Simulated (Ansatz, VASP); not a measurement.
# Cross-check of La between VASP and Ansatz

Aim: how closely do two programs agree when they are given the same cell, functional and k mesh? The start cell is built, not measured: As first built, before any earlier steps moved the atoms: it takes the Gd structure with all of its atoms replaced by other elements, volume scaled by an estimate. The cell comes out of the VASP series on this material, whose earlier steps may have relaxed, scaled or displaced it; both programs get it as it stands.

Method: plane waves, with VASP 6.6.1 beside it; band structure at LDA, single point at LDA and band structure at LDA, spin-orbit coupling, in Ansatz 0.2.0.

## (1) The structure

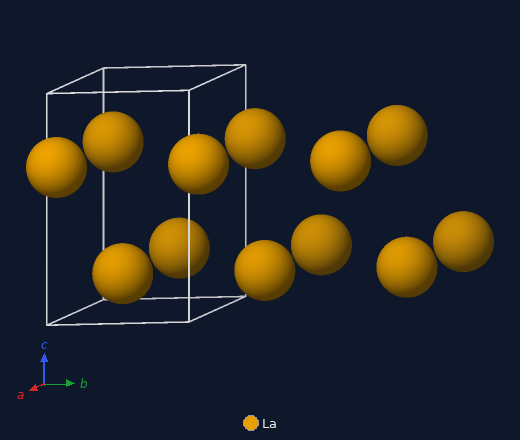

Start, viewed slightly off an axis; lanthanum orange. 2×3×1 cells are drawn.

As a file:

```xyz
2
Lattice="3.5515 0.0000 0.0000 -1.7758 3.0757 0.0000 0.0000 0.0000 5.8631" Properties=species:S:1:pos:R:3 pbc="T T T"
La    0.0000    2.0505    1.4658
La    1.7758    1.0252    4.3973
```

## (2) VASP: band structure, LDA

The same path points are solved in both programs, so levels can be compared one by one.

Lines of VASP's logs that name or quote its potential files are left out, and so is its time.

INCAR reads:

```
SYSTEM = La
PREC = Accurate
ENCUT = 400
EDIFF = 1E-06
NELM = 100
ISMEAR = 1
SIGMA = 0.2
LREAL = .FALSE.
ALGO = Normal
GGA = CA
LORBIT = 11
LWAVE = .FALSE.
LCHARG = .FALSE.
```

POSCAR reads:

```
La
1.0
    3.5515475315      0.0000000000      0.0000000000
   -1.7757737657      3.0757303828      0.0000000000
    0.0000000000      0.0000000000      5.8630983306
La
2
Direct
    0.3333333330      0.6666666670      0.2500000000
    0.6666666670      0.3333333330      0.7500000000
```

KPOINTS reads:

```
Automatic mesh
0
Gamma
6 6 4
0 0 0
```

KPOINTS_OPT reads:

```
Line mode
16
Line-mode
Reciprocal
  0.00000000   0.00000000   0.00000000 GAMMA
  0.50000000   0.00000000   0.00000000 M

  0.50000000   0.00000000   0.00000000 M
  0.33333333   0.33333333   0.00000000 K

  0.33333333   0.33333333   0.00000000 K
  0.00000000   0.00000000   0.00000000 GAMMA

  0.00000000   0.00000000   0.00000000 GAMMA
  0.00000000   0.00000000   0.50000000 A

  0.00000000   0.00000000   0.50000000 A
  0.50000000   0.00000000   0.50000000 L

  0.50000000   0.00000000   0.50000000 L
  0.33333333   0.33333333   0.50000000 H

  0.33333333   0.33333333   0.50000000 H
  0.00000000   0.00000000   0.50000000 A

  0.50000000   0.00000000   0.50000000 L
  0.50000000   0.00000000   0.00000000 M

  0.33333333   0.33333333   0.00000000 K
  0.33333333   0.33333333   0.50000000 H
```

PAW data sets: La (LDA family, release 64).

Launch:

```console
$ mpirun -np 1 vasp_std
```

Numbers of over 12 decimals in the logs are rounded to 6 here.

Log:

```text
[banner, memory and clock lines left out]
running    1 mpi-ranks, on    1 nodes
 distrk:  each k-point on    1 cores,    1 groups
 distr:  one band on    1 cores,    1 groups

 POSCAR found type information on POSCAR La
 POSCAR found :  1 types and       2 ions
 LDA part: xc-table for (Slater(with rela. corr.)+CA(PZ))
 , standard interpolation
 POSCAR, INCAR and KPOINTS ok, starting setup
 FFT: planning ... GRIDC
 FFT: planning ... GRID_SOFT
 FFT: planning ... GRID
 WAVECAR not read
 entering main loop
       N       E                     dE             d eps       ncg     rms          rms(c)
DAV:   1     0.225297250144E+03    0.22530E+03   -0.71141E+03   630   0.172E+03
DAV:   2     0.204721452978E+02   -0.20483E+03   -0.20353E+03   964   0.356E+02
DAV:   3    -0.735357385557E+01   -0.27826E+02   -0.27392E+02  1084   0.142E+02
DAV:   4    -0.108386064793E+02   -0.34850E+01   -0.34573E+01  1260   0.440E+01
DAV:   5    -0.111286260586E+02   -0.29002E+00   -0.28687E+00  1028   0.118E+01    0.404E+00
DAV:   6    -0.111055708916E+02    0.23055E-01   -0.43584E-01  1260   0.531E+00    0.208E+00
DAV:   7    -0.110781870531E+02    0.27384E-01   -0.42589E-02  1188   0.156E+00    0.551E-01
DAV:   8    -0.110761606026E+02    0.20265E-02   -0.50345E-03  1260   0.567E-01    0.934E-02
DAV:   9    -0.110762699517E+02   -0.10935E-03   -0.55679E-04  1220   0.177E-01    0.388E-02
DAV:  10    -0.110762796992E+02   -0.97474E-05   -0.44119E-05  1236   0.467E-02    0.302E-02
DAV:  11    -0.110762809163E+02   -0.12171E-05   -0.77926E-06   852   0.347E-02    0.103E-02
DAV:  12    -0.110762810853E+02   -0.16895E-06   -0.99287E-07   756   0.264E-02
   1 F= -.11076281E+02 E0= -.11076555E+02  d E =0.822115E-03
 Start KPOINTS_OPT (optional k-point list driver)
k-point batch [1-21\144]
       N       E                     dE             ncg
DAV:   1     0.241324281601E+04   -0.60387E+04      638
DAV:   2    -0.189348103344E+04   -0.43067E+04      950
DAV:   3    -0.259147948601E+04   -0.69800E+03     1100
DAV:   4    -0.267312750593E+04   -0.81648E+02     1252
DAV:   5    -0.267965197546E+04   -0.65245E+01     1052
DAV:   6    -0.268058374866E+04   -0.93177E+00     1244
DAV:   7    -0.268063508601E+04   -0.51337E-01     1060
DAV:   8    -0.268064117392E+04   -0.60879E-02     1252
DAV:   9    -0.268064185355E+04   -0.67963E-03     1108
DAV:  10    -0.268064196899E+04   -0.11543E-03     1156
DAV:  11    -0.268064198794E+04   -0.18955E-04      804
DAV:  12    -0.268064199147E+04   -0.35317E-05      756
DAV:  13    -0.268064199220E+04   -0.72922E-06      756
[...]
k-point batch [127-144\144]
       N       E                     dE             ncg
DAV:   1     0.395523980849E+04   -0.11232E+05      540
DAV:   2     0.387039556553E+03   -0.35682E+04      795
DAV:   3    -0.558228189506E+02   -0.44286E+03      968
DAV:   4    -0.110562166433E+03   -0.54739E+02     1080
DAV:   5    -0.117073765570E+03   -0.65116E+01      904
DAV:   6    -0.118132719968E+03   -0.10590E+01     1064
DAV:   7    -0.118202531215E+03   -0.69811E-01      960
DAV:   8    -0.118208142517E+03   -0.56113E-02     1064
DAV:   9    -0.118208582156E+03   -0.43964E-03      960
DAV:  10    -0.118208623181E+03   -0.41025E-04     1040
DAV:  11    -0.118208626621E+03   -0.34395E-05      728
DAV:  12    -0.118208626941E+03   -0.32092E-06      648
```

Parts of OUTCAR (step 2):

```text
ion  position               nearest neighbor table
   1  0.333  0.667  0.250-   2 3.58   2 3.58   2 3.58   2 3.58   2 3.58   2 3.58
   2  0.667  0.333  0.750-   1 3.58   1 3.58   1 3.58   1 3.58   1 3.58   1 3.58

  LATTYP: Found a hexagonal cell.
 ALAT       =     3.5515475315
 C/A-ratio  =     1.6508573456

 Subroutine GETGRP returns: Found 24 space group operations
 (whereof 12 operations were pure point group operations)

The static configuration has the point symmetry D_3d.
 The point group associated with its full space group is D_6h.

 Found     21 irreducible k-points:

   k-points           NKPTS =     21   k-points in BZ     NKDIM =     21   number of bands    NBANDS=     15

   dimension x,y,z NGX =    24 NGY =   24 NGZ =   40
   dimension x,y,z NGXF=    48 NGYF=   48 NGZF=   80

   ENCUT  =  400.0 eV  29.40 Ry    5.42 a.u.   5.79  5.79  9.56*2*pi/ulx,y,z

   NELECT =      22.0000    total number of electrons

 k-points in reciprocal lattice and weights: Automatic mesh
   0.00000000  0.00000000  0.00000000       0.007
   0.16666667  0.00000000  0.00000000       0.042
   0.33333333 -0.00000000  0.00000000       0.042
   0.50000000 -0.00000000  0.00000000       0.021
   0.16666667  0.16666667  0.00000000       0.042
   0.33333333  0.16666667  0.00000000       0.083
   0.33333333  0.33333333  0.00000000       0.014
   0.00000000  0.00000000  0.25000000       0.014
   0.16666667  0.00000000  0.25000000       0.083
[...]
0.33333333  0.16666667  0.50000000       0.083
   0.33333333  0.33333333  0.50000000       0.014

 average (electrostatic) potential at core
       1 -94.6249       2 -94.6249

 E-fermi :   9.0909

 k-point     1 :       0.0000    0.0000    0.0000
  band No.  band energies     occupation
    ...
      6      -6.0523      2.00000
      7      -6.0382      2.00000
      8      -6.0382      2.00000
      9       6.1509      2.00000
     10       7.2659      2.00000
     11      10.1386     -0.00000
     12      10.5886     -0.00000
     13      10.5886     -0.00000
     14      10.7049     -0.00000
     15      10.7853     -0.00000

 k-point     2 :       0.1667    0.0000    0.0000
  band No.  band energies     occupation
    ...
      6      -6.4313      2.00000
      7      -6.1167      2.00000
      8      -6.1030      2.00000
      9       6.9722      2.00000
     10       7.9443      2.00000
     11       9.3569     -0.06797
     12       9.9777     -0.00000
     13      10.1844     -0.00000
     14      10.5638     -0.00000
     15      10.8644     -0.00000

 k-point     3 :       0.3333   -0.0000    0.0000
  band No.  band energies     occupation
    ...
      7      -6.3289      2.00000
      8      -6.2480      2.00000
      9       7.5441      2.00000
     10       7.9912      2.00000
     11       8.4029      2.00001
     12      10.0828     -0.00000
     13      10.3910     -0.00000
     14      10.6533     -0.00000
     15      10.6795     -0.00000

  Total        0.0047847      0.0047847     -0.0036169      0.0000000      0.0000000      0.0000000
  in kB        0.1196939      0.1196939     -0.0904792      0.0000000      0.0000000      0.0000000
  external PRESSURE =       0.0496362 kB  Pullay stress =       0.0000000 kB

  energy-cutoff  :      400.00
  volume of cell :       64.05
      direct lattice vectors                 reciprocal lattice vectors
     3.551547531  0.000000000  0.000000000     0.281567399  0.162563014  0.000000000
    -1.775773766  3.075730383  0.000000000     0.000000000  0.325126027  0.000000000
     0.000000000  0.000000000  5.863098331     0.000000000  0.000000000  0.170558286

 POSITION                                       TOTAL-FORCE (eV/Angst)
 -----------------------------------------------------------------------------------
     -0.00000      2.05049      1.46577        -0.000000      0.000000      0.000000
      1.77577      1.02524      4.39732         0.000000     -0.000000      0.000000
 -----------------------------------------------------------------------------------
    total drift:                               -0.000001      0.000000     -0.000000

  FREE ENERGIE OF THE ION-ELECTRON SYSTEM (eV)
  ---------------------------------------------------
  free  energy   TOTEN  =       -11.0762810853 eV

  energy  without entropy=      -11.0771032001  energy(sigma->0) =      -11.07655512

 total charge
# of ion       s       p       d       f       tot
--------------------------------------------------
    1        2.091   5.517   1.018   0.128   8.754
    2        2.091   5.517   1.018   0.128   8.754
--------------------------------------------------
tot          4.181  11.033   2.036   0.256  17.507

[... 3 further parts left out ...]
```

The run ends at a pressure of 0.00 GPa.

## (3) Ansatz: band structure, LDA

Ansatz runs on its default PAW (the set named soft_2) files.

The same cell, functional (in two slightly different forms), mesh and smearing now go to Ansatz, which takes its cutoff from its data sets.

input.yaml reads:

```yaml
crystal:
  lattice:
    - [3.5515475315, 0.0, 0.0]
    - [-1.7757737657, 3.0757303828, 0.0]
    - [0.0, 0.0, 5.8630983306]
  atoms:
    - { symbol: La, position: [0.333333333, 0.666666667, 0.25] }
    - { symbol: La, position: [0.666666667, 0.333333333, 0.75] }
hamiltonian:
  xc: lda
  pseudopotentials: { kind: paw }
kpoints:
  mp_grid: { grid: [6, 6, 4] }
  band_path:
    path:
      - [0.0, 0.0, 0.0]
      - [0.13333, 0.0, 0.0]
      - [0.3, 0.0, 0.0]
      - [0.46667, 0.0, 0.0]
      - [0.46667, 0.06667, 0.0]
      - [0.41111, 0.17778, 0.0]
      - [0.35556, 0.28889, 0.0]
      - [0.28889, 0.28889, 0.0]
      - [0.17778, 0.17778, 0.0]
      - [0.06667, 0.06667, 0.0]
      - [0.0, 0.0, 0.03333]
      - [0.0, 0.0, 0.2]
      - [0.0, 0.0, 0.36667]
      - [0.0, 0.0, 0.5]
      - [0.16667, 0.0, 0.5]
      - [0.3, 0.0, 0.5]
      - [0.46667, 0.0, 0.5]
      - [0.46667, 0.06667, 0.5]
      - [0.41111, 0.17778, 0.5]
      - [0.35556, 0.28889, 0.5]
      - [0.28889, 0.28889, 0.5]
      - [0.17778, 0.17778, 0.5]
      - [0.06667, 0.06667, 0.5]
      - [0.5, 0.0, 0.46667]
      - [0.5, 0.0, 0.3]
      - [0.5, 0.0, 0.13333]
      - [0.33333, 0.33333, 0.0]
      - [0.33333, 0.33333, 0.16667]
      - [0.33333, 0.33333, 0.33333]
      - [0.33333, 0.33333, 0.5]
    npoints: 1
scf:
  occupations: { method: methfessel_paxton, width: 0.2 }
  n_extra_bands: 7
output:
  forces: true
  stress: true
  eigenvalues: true
```

Launch:

```console
$ ansatz run input.yaml --threads 2 --pin off --max-ram 4608MiB --backend cpu --events-out ev --progress --plain --runs-dir out
```

Log:

```text
scf.n_extra_bands = 7 over 11 filled bands (N_el = 22.0): the run solves 18 bands
Engine: ansatz 0.2.0, aarch64-unknown-linux-gnu
Pseudopotentials: kind: paw
Pseudopotential: La, paw, valence charge 11, recommended cutoff 420 eV (normal), La.paw.azcp
Functional definition: SPW92
  exchange = slater_x
  correlation = pw_c
Crystal: 2 atoms, lattice volume = 64.046 Å³
Basis set: ecut = 420 eV, 1249 PW (Γ)
Bands: 18, of which v1, the nominal top of the filled ones, is band 11 counted from 1 (10 counted from 0)
Symmetry: 24 space group operations
Space group: P63/mmc (ITA 194), of the structure as read, at distance tolerance 4.0e-5 Å
k-points: 21 of 144
Non-local potential: La, projectors of the file, l = 0: 3, l = 1: 2, l = 2: 2, l = 3: 3
PAW form: soft (Blöchl's): semilocal exchange-correlation on the pseudo side does not see the compensation charge
PAW frozen core: La, regenerated for the run's functional, and the local potential with it (the file was generated under x = pbe(κ = 0.804, μ = 0.219515), c = pbe(β = 0.066725))
PAW one-centre angular grid: La, 590 points (default); XC on 64 Gauss nodes
Initial density: superposition of atomic densities (neutral atoms: chi_scale 0, normalization atom), corrected by the library's trained network
Initial wavefunctions: pseudopotential atomic-orbital guess
Functional: x = slater, c = lda
SCF iter   1: F=—  HF=-12152.212875 eV  |F-HF|=—  |Δ(HF+E_count)|=         —  Δρ=4.92e-3  dr2=9.83e-3  ethr=1.77e-3  ⟨swp⟩=5.0  Hψ=1629  notcnv=0
preconditioner: auto → Kerker (q_TF=auto, 2.283 Å⁻¹)  [metal: Δε(μ)=0.079 eV  Ē_g=12.457 eV  σ=0.200 eV  W_gap=0.32  n_scr=10 (ndim 8)  ℏωp=19.7 eV  f_vac=0.000  D(μ)=3.75/eV (n_scr^D=36)]
SCF iter   2: F=—  HF=-12152.209650 eV  |F-HF|=—  |Δ(HF+E_count)|=   3.22e-3  S|Δr|=    0.00e0  Δρ=2.50e-3  dr2=2.45e-3  ethr=4.47e-5  ⟨swp⟩=2.3  Hψ=913  notcnv=0  defer=29
SCF iter   3: F=—  HF=-12152.209595 eV  |F-HF|=—  |Δ(HF+E_count)|=   5.49e-5  S|Δr|=    0.00e0  Δρ=5.81e-4  dr2=2.06e-4  ethr=1.11e-5  ⟨swp⟩=2.0  Hψ=422  notcnv=0  defer=29
SCF iter   4: F=—  HF=-12152.209602 eV  |F-HF|=—  |Δ(HF+E_count)|=   6.41e-6  S|Δr|=    0.00e0  Δρ=1.02e-4  dr2=5.50e-6  ethr=9.38e-7  ⟨swp⟩=1.5  Hψ=375  notcnv=0  defer=29
SCF iter   5: F=—  HF=-12152.209600 eV  |F-HF|=—  |Δ(HF+E_count)|=   1.61e-6  S|Δr|=    0.00e0  Δρ=1.40e-5  dr2=1.52e-7  ethr=2.50e-8  ⟨swp⟩=2.3  Hψ=566  notcnv=0  defer=29
SCF iter   6: F=-12152.209600 eV  HF=-12152.209600 eV  |F-HF|=4.27e-10  |Δ(HF+E_count)|=   2.78e-8  S|Δr|=    0.00e0  Δρ=2.58e-6  dr2=3.00e-9  ethr=4.55e-10  ⟨swp⟩=10.3  Hψ=2197  notcnv=0
SCF 1 converged in 6 iterations: F = -12152.209600 eV  dr2 = 3.00e-9
  greatest PAW one-centre occupation: 0.974 electrons in one spin orbital (limit 2), on the La atom at site 1 (counted from 0), in its partial waves of l = 0
NSCF: frozen V_eff on 30 k-points
SCF converged after 6 iterations
Stability not checked: this state was not tested for a lower state beside it, because cold or Methfessel-Paxton smearing, or corrected tetrahedra, fill the levels in a way that the test cannot read (fill_not_monotonic; see scf.lower_state_search)
Free energy (F): -12152.209600 eV
Harris-Foulkes:  -12152.209600 eV  (|F-HF|=4.27e-10)
Internal energy: -12152.209798 eV  (E = F + TS)
E sigma→0 (E₀):  -12152.209649 eV
Entropy (-TS):   0.000198 eV (0.099 meV/atom)
Fermi energy:    12.704598 eV
--- Per-component energies (eV) ---
  E_band       = -48.319988
  E_kinetic    = 391.507396
  E_local      = -575.686598  (includes V_loc(G=0)·N_el)
  E_nonlocal   = 197.713347
  E_hartree    = 184.393294
  E_xc         = -278.887496
  E_vxc        = -297.722200  (∫ρ·V_xc dr)
  E_paw        = -10487.245024  (= ΣΔE_a)
  E_vpaw       = -132.917812  (= ΣTr[D̂ρ^β])
  E_aug_tail   = -0.000000  (compensation charges beyond the density's cutoff)
  E_ewald      = -1584.650150
  E_core_change = 0.645433  (= ΣΔE_core)
  E_smearing   = 0.000198  (= −TS)
  E_closure    = -0.000000  (closes the sum)
  Σ components = -12152.209600   (vs F -12152.209600, Δ=0.00e0)
--- Forces (eV/Å), atoms counted from 1 ---
  atom   1  La    -0.00000000    -0.00000000     0.00000000
  atom   2  La     0.00000000     0.00000000    -0.00000000
  max |Σ_I F_I| component: 9.25e-18 eV/Å
--- Stress (GPa, compression-positive) ---
        0.138771      -0.000000       0.000000
       -0.000000       0.138771       0.000000
        0.000000       0.000000       0.098097
  P = ⅓ Tr σ = 0.1252 GPa (1.252 kbar)
--- Band table (eV; the first three rows and the last of 21) ---
  k-point 0: bands = [... 7 lower, -2.4738, 9.7246, 10.8658, 13.7577, 14.2052, 14.2052, 14.3278, 14.4073, ... 3 higher]
  k-point 1: bands = [... 7 lower, -2.5118, 10.2587, 11.0062, 13.5747, 14.0992, 14.1542, 14.2013, 14.2013, ... 3 higher]
  k-point 2: bands = [... 7 lower, -2.6021, 11.0664, 11.0664, 13.4817, 13.4817, 14.2902, 14.2902, 14.2902, ... 3 higher]
  k-point 20: bands = [... 7 lower, -2.8549, 11.9596, 11.9596, 12.5404, 12.5404, 14.0434, 14.0434, 14.3886, ... 3 higher]
```

Run time: 2.5 s. Hardware: 2 threads of Arm Neoverse N1, shared host; peak memory 0.31 GiB.

In the SCF lines HF is the Harris–Foulkes energy and dr2 the Hartree energy of the density residual, in eV; the loop may stop once dr2 is under the threshold and the program's other checks hold. Hψ counts applications of the Hamiltonian.

## (4) Differences

Known differences besides the PAW data sets themselves: the two LDA forms differ slightly; the cutoff is 420 eV in Ansatz and 400 eV in VASP; Ansatz makes its cores anew for this functional, VASP keeps those of its LDA data sets. Total energies have different zeros and are not compared.

Compared:

```
      quantity  Ansatz  VASP  difference
pressure (GPa)    0.13  0.00       +0.12
```

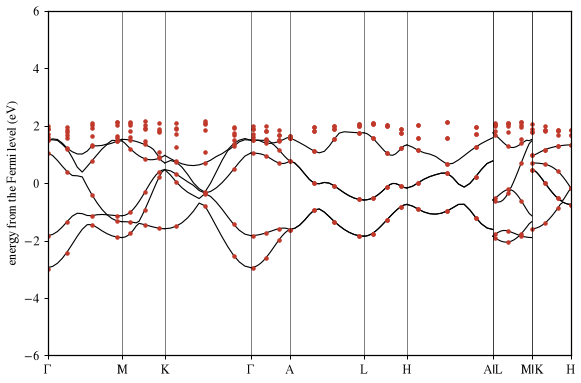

Bands from VASP (lines) and levels from Ansatz (dots). Dots without a line are higher empty bands that the VASP plot leaves out.

Levels from 3 eV below to 2 eV above the Fermi level differ by 11 meV r.m.s. and 40 meV at most; each VASP level is matched to the nearest of Ansatz, which flatters the figure a little.

[end of part 1 of 2]

[Lines on the potential files, build, host, timing and source positions are cut from VASP's logs without a mark.]

[Logs are printed without paths, hosts, clocks, repeated set-up lines and the standing remarks that a program may print on its own settings, such as how far it seeks lower states.]

[Hosts, paths, dates, database ids (printed as entryN), source tags and the programs' standing remarks are cut or masked in the printed files.]
